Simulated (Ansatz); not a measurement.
**Si2H6 with SiCl4: superposition error and deformation**

Aim: split the binding of a pair into the counterpoise interaction, the basis-set superposition error and the cost of deforming the fragments.

Method: PBE0-D4 structures, single points in def2-TZVPPD; program: Ansatz 0.2.0, Gaussian basis.

Levels: PBE-D4, revPBE-D4, BLYP-D4, r2SCAN-D4, B97M-V, PBE0-D4, B3LYP-D4, HSE06-D4, wB97X-V, wB97M-V, B2PLYP, Hartree-Fock, MP2, CCSD, CCSD(T).

Cores are frozen in the correlated methods. B3LYP uses VWN-RPA correlation. B2PLYP carries no dispersion term here.

4 further runs of the same task are left out: 4 set aside as unsound or not needed.

### 1 Where the work starts

The relaxed pair: 13 atoms, charge 0, spin multiplicity 1.

Atoms are counted from 1 here; the program's logs count them from 0.

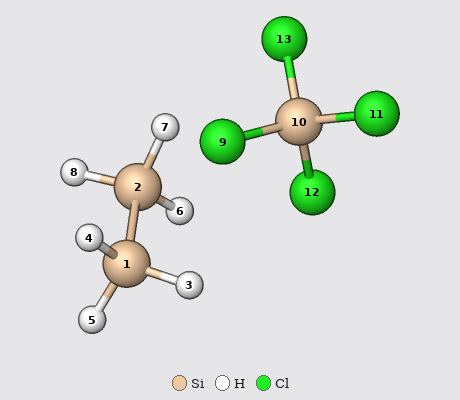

As it starts; silicon light orange, hydrogen white, chlorine green; atoms are numbered from 1 in the order of the file.

Coordinates:

```xyz
13
charge 0, multiplicity 1
Si   -1.1919    0.3869   -1.8202
Si    1.0238   -0.3362   -1.6166
H    -2.0548   -0.2214   -0.7744
H    -1.2636    1.8681   -1.7001
H    -1.7187   -0.0042   -3.1561
H     1.0866   -1.8223   -1.6147
H     1.6414    0.1686   -0.3621
H     1.8198    0.1703   -2.7676
Cl   -0.5998    1.5804    1.8016
Si    0.1333   -0.0418    2.7616
Cl   -0.6595   -0.1355    4.6182
Cl   -0.3605   -1.7147    1.7379
Cl    2.1440    0.1016    2.8924
```

Atoms 1 to 8 are fragment A (Si2H6), the rest fragment B (SiCl4). From earlier runs, pair energy (eV) and counterpoise interaction (meV):

```tsv
method	E(pair)	interaction
PBE-D4	-73796.45570	-126
revPBE-D4	-73815.82538	-105
BLYP-D4	-73828.89476	-122
r2SCAN-D4	-73823.74423	-99
B97M-V	-73810.25569	-111
PBE0-D4	-73802.94945	-125
B3LYP-D4	-73833.10139	-131
HSE06-D4	-73801.53861	-123
wB97X-V	-73818.01399	-117
wB97M-V	-73824.64858	-122
B2PLYP	-73804.93018	2
MP2	-73735.22151	-104
CCSD(T)	-73739.58809	-85
```

First each fragment is run alone in its own basis, frozen in the shape it has in the pair (a, b).

### 2 CCSD(T)/def2-TZVPPD

Input file a/in.yaml:

```yaml
crystal:
  periodic: [false, false, false]
  atoms:
    - {symbol: Si, position_ang: [-1.191864, 0.386945, -1.820163]}
    - {symbol: Si, position_ang: [1.023803, -0.336177, -1.616553]}
    - {symbol: H, position_ang: [-2.054799, -0.221376, -0.774357]}
    - {symbol: H, position_ang: [-1.263635, 1.868056, -1.700065]}
    - {symbol: H, position_ang: [-1.718654, -0.004196, -3.156102]}
    - {symbol: H, position_ang: [1.086561, -1.822283, -1.614651]}
    - {symbol: H, position_ang: [1.641448, 0.168584, -0.362141]}
    - {symbol: H, position_ang: [1.819808, 0.170286, -2.767572]}
basis:
  gaussian: {orbitals: "def2-TZVPPD.json"}
correlation: {method: ccsd_t}
```

Input file b/in.yaml:

```yaml
crystal:
  periodic: [false, false, false]
  atoms:
    - {symbol: Cl, position_ang: [-0.599769, 1.580381, 1.801642]}
    - {symbol: Si, position_ang: [0.133268, -0.041825, 2.761585]}
    - {symbol: Cl, position_ang: [-0.659504, -0.135547, 4.618160]}
    - {symbol: Cl, position_ang: [-0.360511, -1.714693, 1.737860]}
    - {symbol: Cl, position_ang: [2.144049, 0.101646, 2.892355]}
basis:
  gaussian: {orbitals: "def2-TZVPPD.json"}
correlation: {method: ccsd_t}
```

The basis file named in the input lies beside it (Basis Set Exchange, JSON).

The command line of these runs was not kept.

Log of a:

```text
Functional definition: HF
  name "HF"
  cite "Fock, Z. Phys. 61, 126 (1930) doi:10.1007/BF01340294"
  parent pbe
  exchange = exact_x
  correlation = 0
1086 factors; integrals over basis functions are off by at most 7.6e-4 eV
mean field evaluation 1: about -15818.4415 eV, gradient 1.3e1 eV
mean field evaluation 2: about -15818.5274 eV, gradient 1.4e1 eV
mean field evaluation 4: about -15819.7655 eV, gradient 6.2e-1 eV
mean field evaluation 8: about -15819.7660 eV, gradient 3.6e-2 eV
mean field evaluation 16: about -15819.6327 eV, gradient 5.7e-1 eV
mean field -15819.76599900 eV, -581.3656774407 hartree, gradient 8.6e-6 eV, S^2 0.000000; 0 other end points of the search recorded, 0 dependent functions left out
10 core orbitals not correlated: weight in the atoms' cores, before any rotation towards them, 1.000 or more for the frozen orbitals, at most 0.000 for the correlated occupied ones
reference -15819.76599900 eV, -581.3656774407 hartree; 7, 7 occupied and 181, 181 virtual orbitals, 1086 factors
second order -7.24394625 eV of doubles, -0.00000000 eV of singles
cycle   1  -8.23814978 eV  change   -9.9e-1 eV  update   7.5e-2
cycle   2  -8.60078854 eV  change   -3.6e-1 eV  update   2.5e-2
cycle   3  -8.61732088 eV  change   -1.7e-2 eV  update   6.8e-3
cycle   4  -8.61346144 eV  change    3.9e-3 eV  update   2.5e-3
cycle   5  -8.61253972 eV  change    9.2e-4 eV  update   6.9e-4
cycle   6  -8.61249688 eV  change    4.3e-5 eV  update   1.9e-4
cycle   7  -8.61252753 eV  change   -3.1e-5 eV  update   4.7e-5
cycle   8  -8.61253850 eV  change   -1.1e-5 eV  update   1.3e-5
perturbative correction -0.25923559 eV, -0.0095267321 hartree
Total energy: -15828.63777309 eV, -581.6917091249 hartree
```

Output in b, cut to the lines that bear on the results:

```text
[... 4 set-up lines as earlier in the session ...]
[...]
1474 factors; integrals over basis functions are off by at most 9.2e-4 eV
[...]
mean field -57884.38696564 eV, -2127.2119855405 hartree, gradient 2.9e-6 eV, S^2 0.000000; 0 other end points of the search recorded, 0 dependent functions left out
25 core orbitals not correlated: weight in the atoms' cores, before any rotation towards them, 1.000 or more for the frozen orbitals, at most 0.000 for the correlated occupied ones
reference -57884.38696564 eV, -2127.2119855405 hartree; 16, 16 occupied and 211, 211 virtual orbitals, 1474 factors
second order -23.67559460 eV of doubles, -0.00000000 eV of singles
cycle   1  -24.69189291 eV  change    -1.0e0 eV  update   9.3e-2
[...]
cycle   8  -25.26532382 eV  change   -2.1e-5 eV  update   2.0e-5
perturbative correction -1.16570157 eV, -0.0428387426 hartree
Total energy: -57910.81799103 eV, -2128.1833078079 hartree
```

Times: 6.5 s (a), 36 s (b) on 1 × a share of an NVIDIA H100 with 2 threads, shared host; peak memory 0.8 GiB.

### 3 Relaxing Si2H6 alone

Input file relax-a/in.yaml:

```yaml
crystal:
  periodic: [false, false, false]
  atoms:
    - {symbol: Si, position_ang: [-1.191864, 0.386945, -1.820163]}
    - {symbol: Si, position_ang: [1.023803, -0.336177, -1.616553]}
    - {symbol: H, position_ang: [-2.054799, -0.221376, -0.774357]}
    - {symbol: H, position_ang: [-1.263635, 1.868056, -1.700065]}
    - {symbol: H, position_ang: [-1.718654, -0.004196, -3.156102]}
    - {symbol: H, position_ang: [1.086561, -1.822283, -1.614651]}
    - {symbol: H, position_ang: [1.641448, 0.168584, -0.362141]}
    - {symbol: H, position_ang: [1.819808, 0.170286, -2.767572]}
basis:
  gaussian: {orbitals: def2-TZVP}
hamiltonian: {xc: pbe0, dispersion: d4}
relax: {f_tol: 0.005, max_steps: 200}
```

The program printed, cut to the lines that bear on the results:

```text
Functional definition: PBE0
  name "PBE0"
  cite "Adamo & Barone, J. Chem. Phys. 110, 6158 (1999) doi:10.1063/1.478522"
  cite "Perdew, Burke & Ernzerhof, Phys. Rev. Lett. 77, 3865 (1996) doi:10.1103/PhysRevLett.77.3865"
[... 1 set-up line as earlier in the session ...]
[...]
800 factors; their error is unknown
[...]
mean field -15846.22888375 eV, -582.3381705181 hartree, gradient 8.0e-5 eV, S^2 0.000000; 0 other end points of the search recorded, 0 dependent functions left out
[...]
reference -15846.22891717 eV, -582.3381717461 hartree; 17, 17 occupied and 93, 93 virtual orbitals, 800 factors
relax step   1: F+E_penalty+E_count = -15846.33829398 eV  Δ(F+E_penalty+E_count) = +0.000e0 eV  max|allowed force component| = 4.581e-2 eV/Å  Δτ_max = 0.0000 Å  (20 SCF iters, accepted)
[...]
reference -15846.23064593 eV, -582.3382352770 hartree; 17, 17 occupied and 93, 93 virtual orbitals, 800 factors
Total energy: -15846.34009469 eV, -582.3422574449 hartree
Atom 0 at    -1.189482     0.387579    -1.828856 Å, force     0.000359    -0.000057     0.000062 eV/Å
Atom 1 at     1.025163    -0.335113    -1.624205 Å, force    -0.000281     0.000025     0.000028 eV/Å
Atom 2 at    -2.017890    -0.171607    -0.727031 Å, force    -0.000116     0.000020     0.000063 eV/Å
Atom 3 at    -1.254966     1.872449    -1.766909 Å, force    -0.000012     0.000111    -0.000172 eV/Å
Atom 4 at    -1.760158    -0.060161    -3.127632 Å, force     0.000025    -0.000108    -0.000014 eV/Å
Atom 5 at     1.090347    -1.820119    -1.683192 Å, force     0.000015    -0.000041    -0.000073 eV/Å
Atom 6 at     1.596223     0.115092    -0.326446 Å, force     0.000165    -0.000120     0.000034 eV/Å
Atom 7 at     1.853432     0.221720    -2.727332 Å, force    -0.000156     0.000171     0.000070 eV/Å
Dipole moment:     0.000003     0.000004    -0.000068 e Å
```

Wall time 17 s (1 × a share of an NVIDIA H100 with 2 threads, shared host); peak host memory 0.8 GiB.

Along the way:

```tsv
step	energy from step 1 (eV)	largest force component (eV/Å)
1	0.0000	0.0458
2	-0.0006	0.0180
3	-0.0014	0.0031
4	-0.0017	0.0112
5	-0.0017	0.0086
6	-0.0018	0.0004
```

Distances of close pairs at the start and the end, largest changes first:

```tsv
bond	before (Å)	after (Å)	change (Å)
Si1–H3	1.486	1.488	+0.002
Si2–H7	1.487	1.488	+0.001
Si1–Si2	2.340	2.339	-0.001
Si1–H5	1.488	1.488	-0.001
Si2–H8	1.488	1.488	-0.001
Si2–H6	1.487	1.488	+0.000
Si1–H4	1.488	1.488	-0.000
```

### 4 Relaxing SiCl4 alone

Input file relax-b/in.yaml:

```yaml
crystal:
  periodic: [false, false, false]
  atoms:
    - {symbol: Cl, position_ang: [-0.599769, 1.580381, 1.801642]}
    - {symbol: Si, position_ang: [0.133268, -0.041825, 2.761585]}
    - {symbol: Cl, position_ang: [-0.659504, -0.135547, 4.618160]}
    - {symbol: Cl, position_ang: [-0.360511, -1.714693, 1.737860]}
    - {symbol: Cl, position_ang: [2.144049, 0.101646, 2.892355]}
basis:
  gaussian: {orbitals: def2-TZVP}
hamiltonian: {xc: pbe0, dispersion: d4}
relax: {f_tol: 0.005, max_steps: 200}
```

The program printed, cut to the lines that bear on the results:

```text
[... 5 set-up lines as earlier in the session ...]
[...]
1340 factors; their error is unknown
[...]
mean field -57956.15826637 eV, -2129.8495321939 hartree, gradient 1.9e-5 eV, S^2 0.000000; 0 other end points of the search recorded, 0 dependent functions left out
[...]
reference -57956.15829428 eV, -2129.8495332196 hartree; 41, 41 occupied and 144, 144 virtual orbitals, 1340 factors
relax step   1: F+E_penalty+E_count = -57956.38992418 eV  Δ(F+E_penalty+E_count) = +0.000e0 eV  max|allowed force component| = 4.221e-2 eV/Å  Δτ_max = 0.0000 Å  (23 SCF iters, accepted)
[...]
1340 factors; their error is unknown
[...]
mean field -57956.15835009 eV, -2129.8495352707 hartree, gradient 8.3e-5 eV, S^2 0.000000; 1 other end points of the search recorded, 0 dependent functions left out
[...]
reference -57956.15837800 eV, -2129.8495362964 hartree; 41, 41 occupied and 144, 144 virtual orbitals, 1340 factors
Total energy: -57956.39003747 eV, -2129.8580496247 hartree
Atom 0 at    -0.598960     1.578765     1.800111 Å, force    -0.000068     0.000140     0.000062 eV/Å
Atom 1 at     0.131496    -0.042009     2.762336 Å, force     0.000107     0.000013    -0.000101 eV/Å
Atom 2 at    -0.658777    -0.135444     4.620587 Å, force    -0.000077    -0.000011    -0.000041 eV/Å
Atom 3 at    -0.359896    -1.712954     1.736261 Å, force    -0.000051    -0.000149     0.000064 eV/Å
Atom 4 at     2.143669     0.101604     2.892308 Å, force     0.000088     0.000007     0.000015 eV/Å
Dipole moment:    -0.000014    -0.000002     0.000017 e Å
```

Wall time 15 s (1 × a share of an NVIDIA H100 with 2 threads, shared host); peak host memory 0.87 GiB.

Along the way:

```tsv
step	energy from step 1 (eV)	largest force component (eV/Å)
1	0.0000	0.0422
2	0.0000	0.0115
3	-0.0001	0.0001
```

Close pairs (by a distance rule), those that changed most:

```tsv
bond	before (Å)	after (Å)	change (Å)
Si2–Cl5	2.020	2.021	+0.001
Cl1–Si2	2.022	2.021	-0.001
Si2–Cl4	2.022	2.021	-0.001
Si2–Cl3	2.021	2.021	+0.001
```

### 5 CCSD(T)/def2-TZVPPD

Input file free-a/in.yaml:

```yaml
crystal:
  periodic: [false, false, false]
  atoms:
    - {symbol: Si, position_ang: [-1.189482, 0.387579, -1.828856]}
    - {symbol: Si, position_ang: [1.025163, -0.335113, -1.624205]}
    - {symbol: H, position_ang: [-2.017890, -0.171607, -0.727031]}
    - {symbol: H, position_ang: [-1.254966, 1.872449, -1.766909]}
    - {symbol: H, position_ang: [-1.760158, -0.060161, -3.127632]}
    - {symbol: H, position_ang: [1.090347, -1.820119, -1.683192]}
    - {symbol: H, position_ang: [1.596223, 0.115092, -0.326446]}
    - {symbol: H, position_ang: [1.853432, 0.221720, -2.727332]}
basis:
  gaussian: {orbitals: "def2-TZVPPD.json"}
correlation: {method: ccsd_t}
```

Input file free-b/in.yaml:

```yaml
crystal:
  periodic: [false, false, false]
  atoms:
    - {symbol: Cl, position_ang: [-0.598960, 1.578765, 1.800111]}
    - {symbol: Si, position_ang: [0.131496, -0.042009, 2.762336]}
    - {symbol: Cl, position_ang: [-0.658777, -0.135444, 4.620587]}
    - {symbol: Cl, position_ang: [-0.359896, -1.712954, 1.736261]}
    - {symbol: Cl, position_ang: [2.143669, 0.101604, 2.892308]}
basis:
  gaussian: {orbitals: "def2-TZVPPD.json"}
correlation: {method: ccsd_t}
```

Output in free-a, cut to the lines that bear on the results:

```text
[... 4 set-up lines as earlier in the session ...]
[...]
1086 factors; integrals over basis functions are off by at most 7.6e-4 eV
[...]
mean field -15819.76736314 eV, -581.3657275719 hartree, gradient 8.5e-6 eV, S^2 0.000000; 0 other end points of the search recorded, 0 dependent functions left out
10 core orbitals not correlated: weight in the atoms' cores, before any rotation towards them, 1.000 or more for the frozen orbitals, at most 0.000 for the correlated occupied ones
reference -15819.76736314 eV, -581.3657275719 hartree; 7, 7 occupied and 181, 181 virtual orbitals, 1086 factors
second order -7.24427561 eV of doubles, -0.00000000 eV of singles
cycle   1  -8.23841897 eV  change   -9.9e-1 eV  update   7.5e-2
[...]
cycle   8  -8.61281193 eV  change   -1.1e-5 eV  update   1.3e-5
perturbative correction -0.25927438 eV, -0.0095281576 hartree
Total energy: -15828.63944944 eV, -581.6917707298 hartree
```

free-b printed, cut to the lines that bear on the results:

```text
[... 4 set-up lines as earlier in the session ...]
[...]
1474 factors; integrals over basis functions are off by at most 9.5e-4 eV
[...]
mean field -57884.38705824 eV, -2127.2119889436 hartree, gradient 2.9e-6 eV, S^2 0.000000; 0 other end points of the search recorded, 0 dependent functions left out
25 core orbitals not correlated: weight in the atoms' cores, before any rotation towards them, 1.000 or more for the frozen orbitals, at most 0.000 for the correlated occupied ones
reference -57884.38705824 eV, -2127.2119889436 hartree; 16, 16 occupied and 211, 211 virtual orbitals, 1474 factors
second order -23.67559180 eV of doubles, -0.00000000 eV of singles
cycle   1  -24.69189145 eV  change    -1.0e0 eV  update   9.3e-2
[...]
cycle   8  -25.26531752 eV  change   -2.1e-5 eV  update   2.0e-5
perturbative correction -1.16569371 eV, -0.0428384535 hartree
Total energy: -57910.81806946 eV, -2128.1833106904 hartree
```

Times: 12 s (free-a), 12 s (free-b) on 1 × a share of an NVIDIA H100 with 2 threads, shared host; peak memory 0.8 GiB.

### 6 The split

```tsv
method	interaction with counterpoise (meV)	without	superposition error	deformation	binding energy
PBE-D4	-126	-135	9	2	-124
revPBE-D4	-105	-114	9	2	-104
BLYP-D4	-122	-131	9	2	-120
r2SCAN-D4	-99	-106	8	2	-97
B97M-V	-111	-120	8	2	-109
PBE0-D4	-125	-133	8	2	-123
B3LYP-D4	-131	-140	9	2	-129
HSE06-D4	-123	-131	8	2	-121
wB97X-V	-117	-125	7	2	-116
wB97M-V	-122	-129	7	2	-120
B2PLYP	2	-17	19	2	4
Hartree-Fock	95	86	9	1	97
MP2	-104	-149	45	2	-102
CCSD	-57	-100	43	2	-55
CCSD(T)	-85	-132	48	2	-83
```

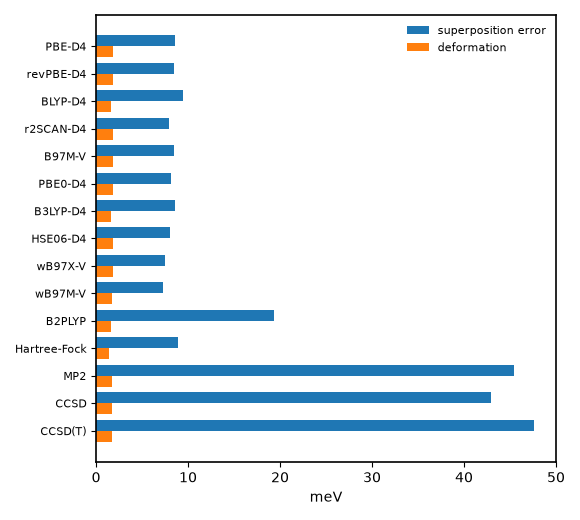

Superposition error and deformation energy by method.

### 7 Outcome

```
            quantity    value
interaction, CCSD(T)  -85 meV
 superposition error   48 meV
         deformation    2 meV
      binding energy  -83 meV
```

**Reading.** In this basis the superposition error is 48 meV for CCSD(T) and 8 meV on average for the plain functionals: correlated methods borrow far more, since they need many more functions to converge. Deformation takes back 2 % of the interaction.
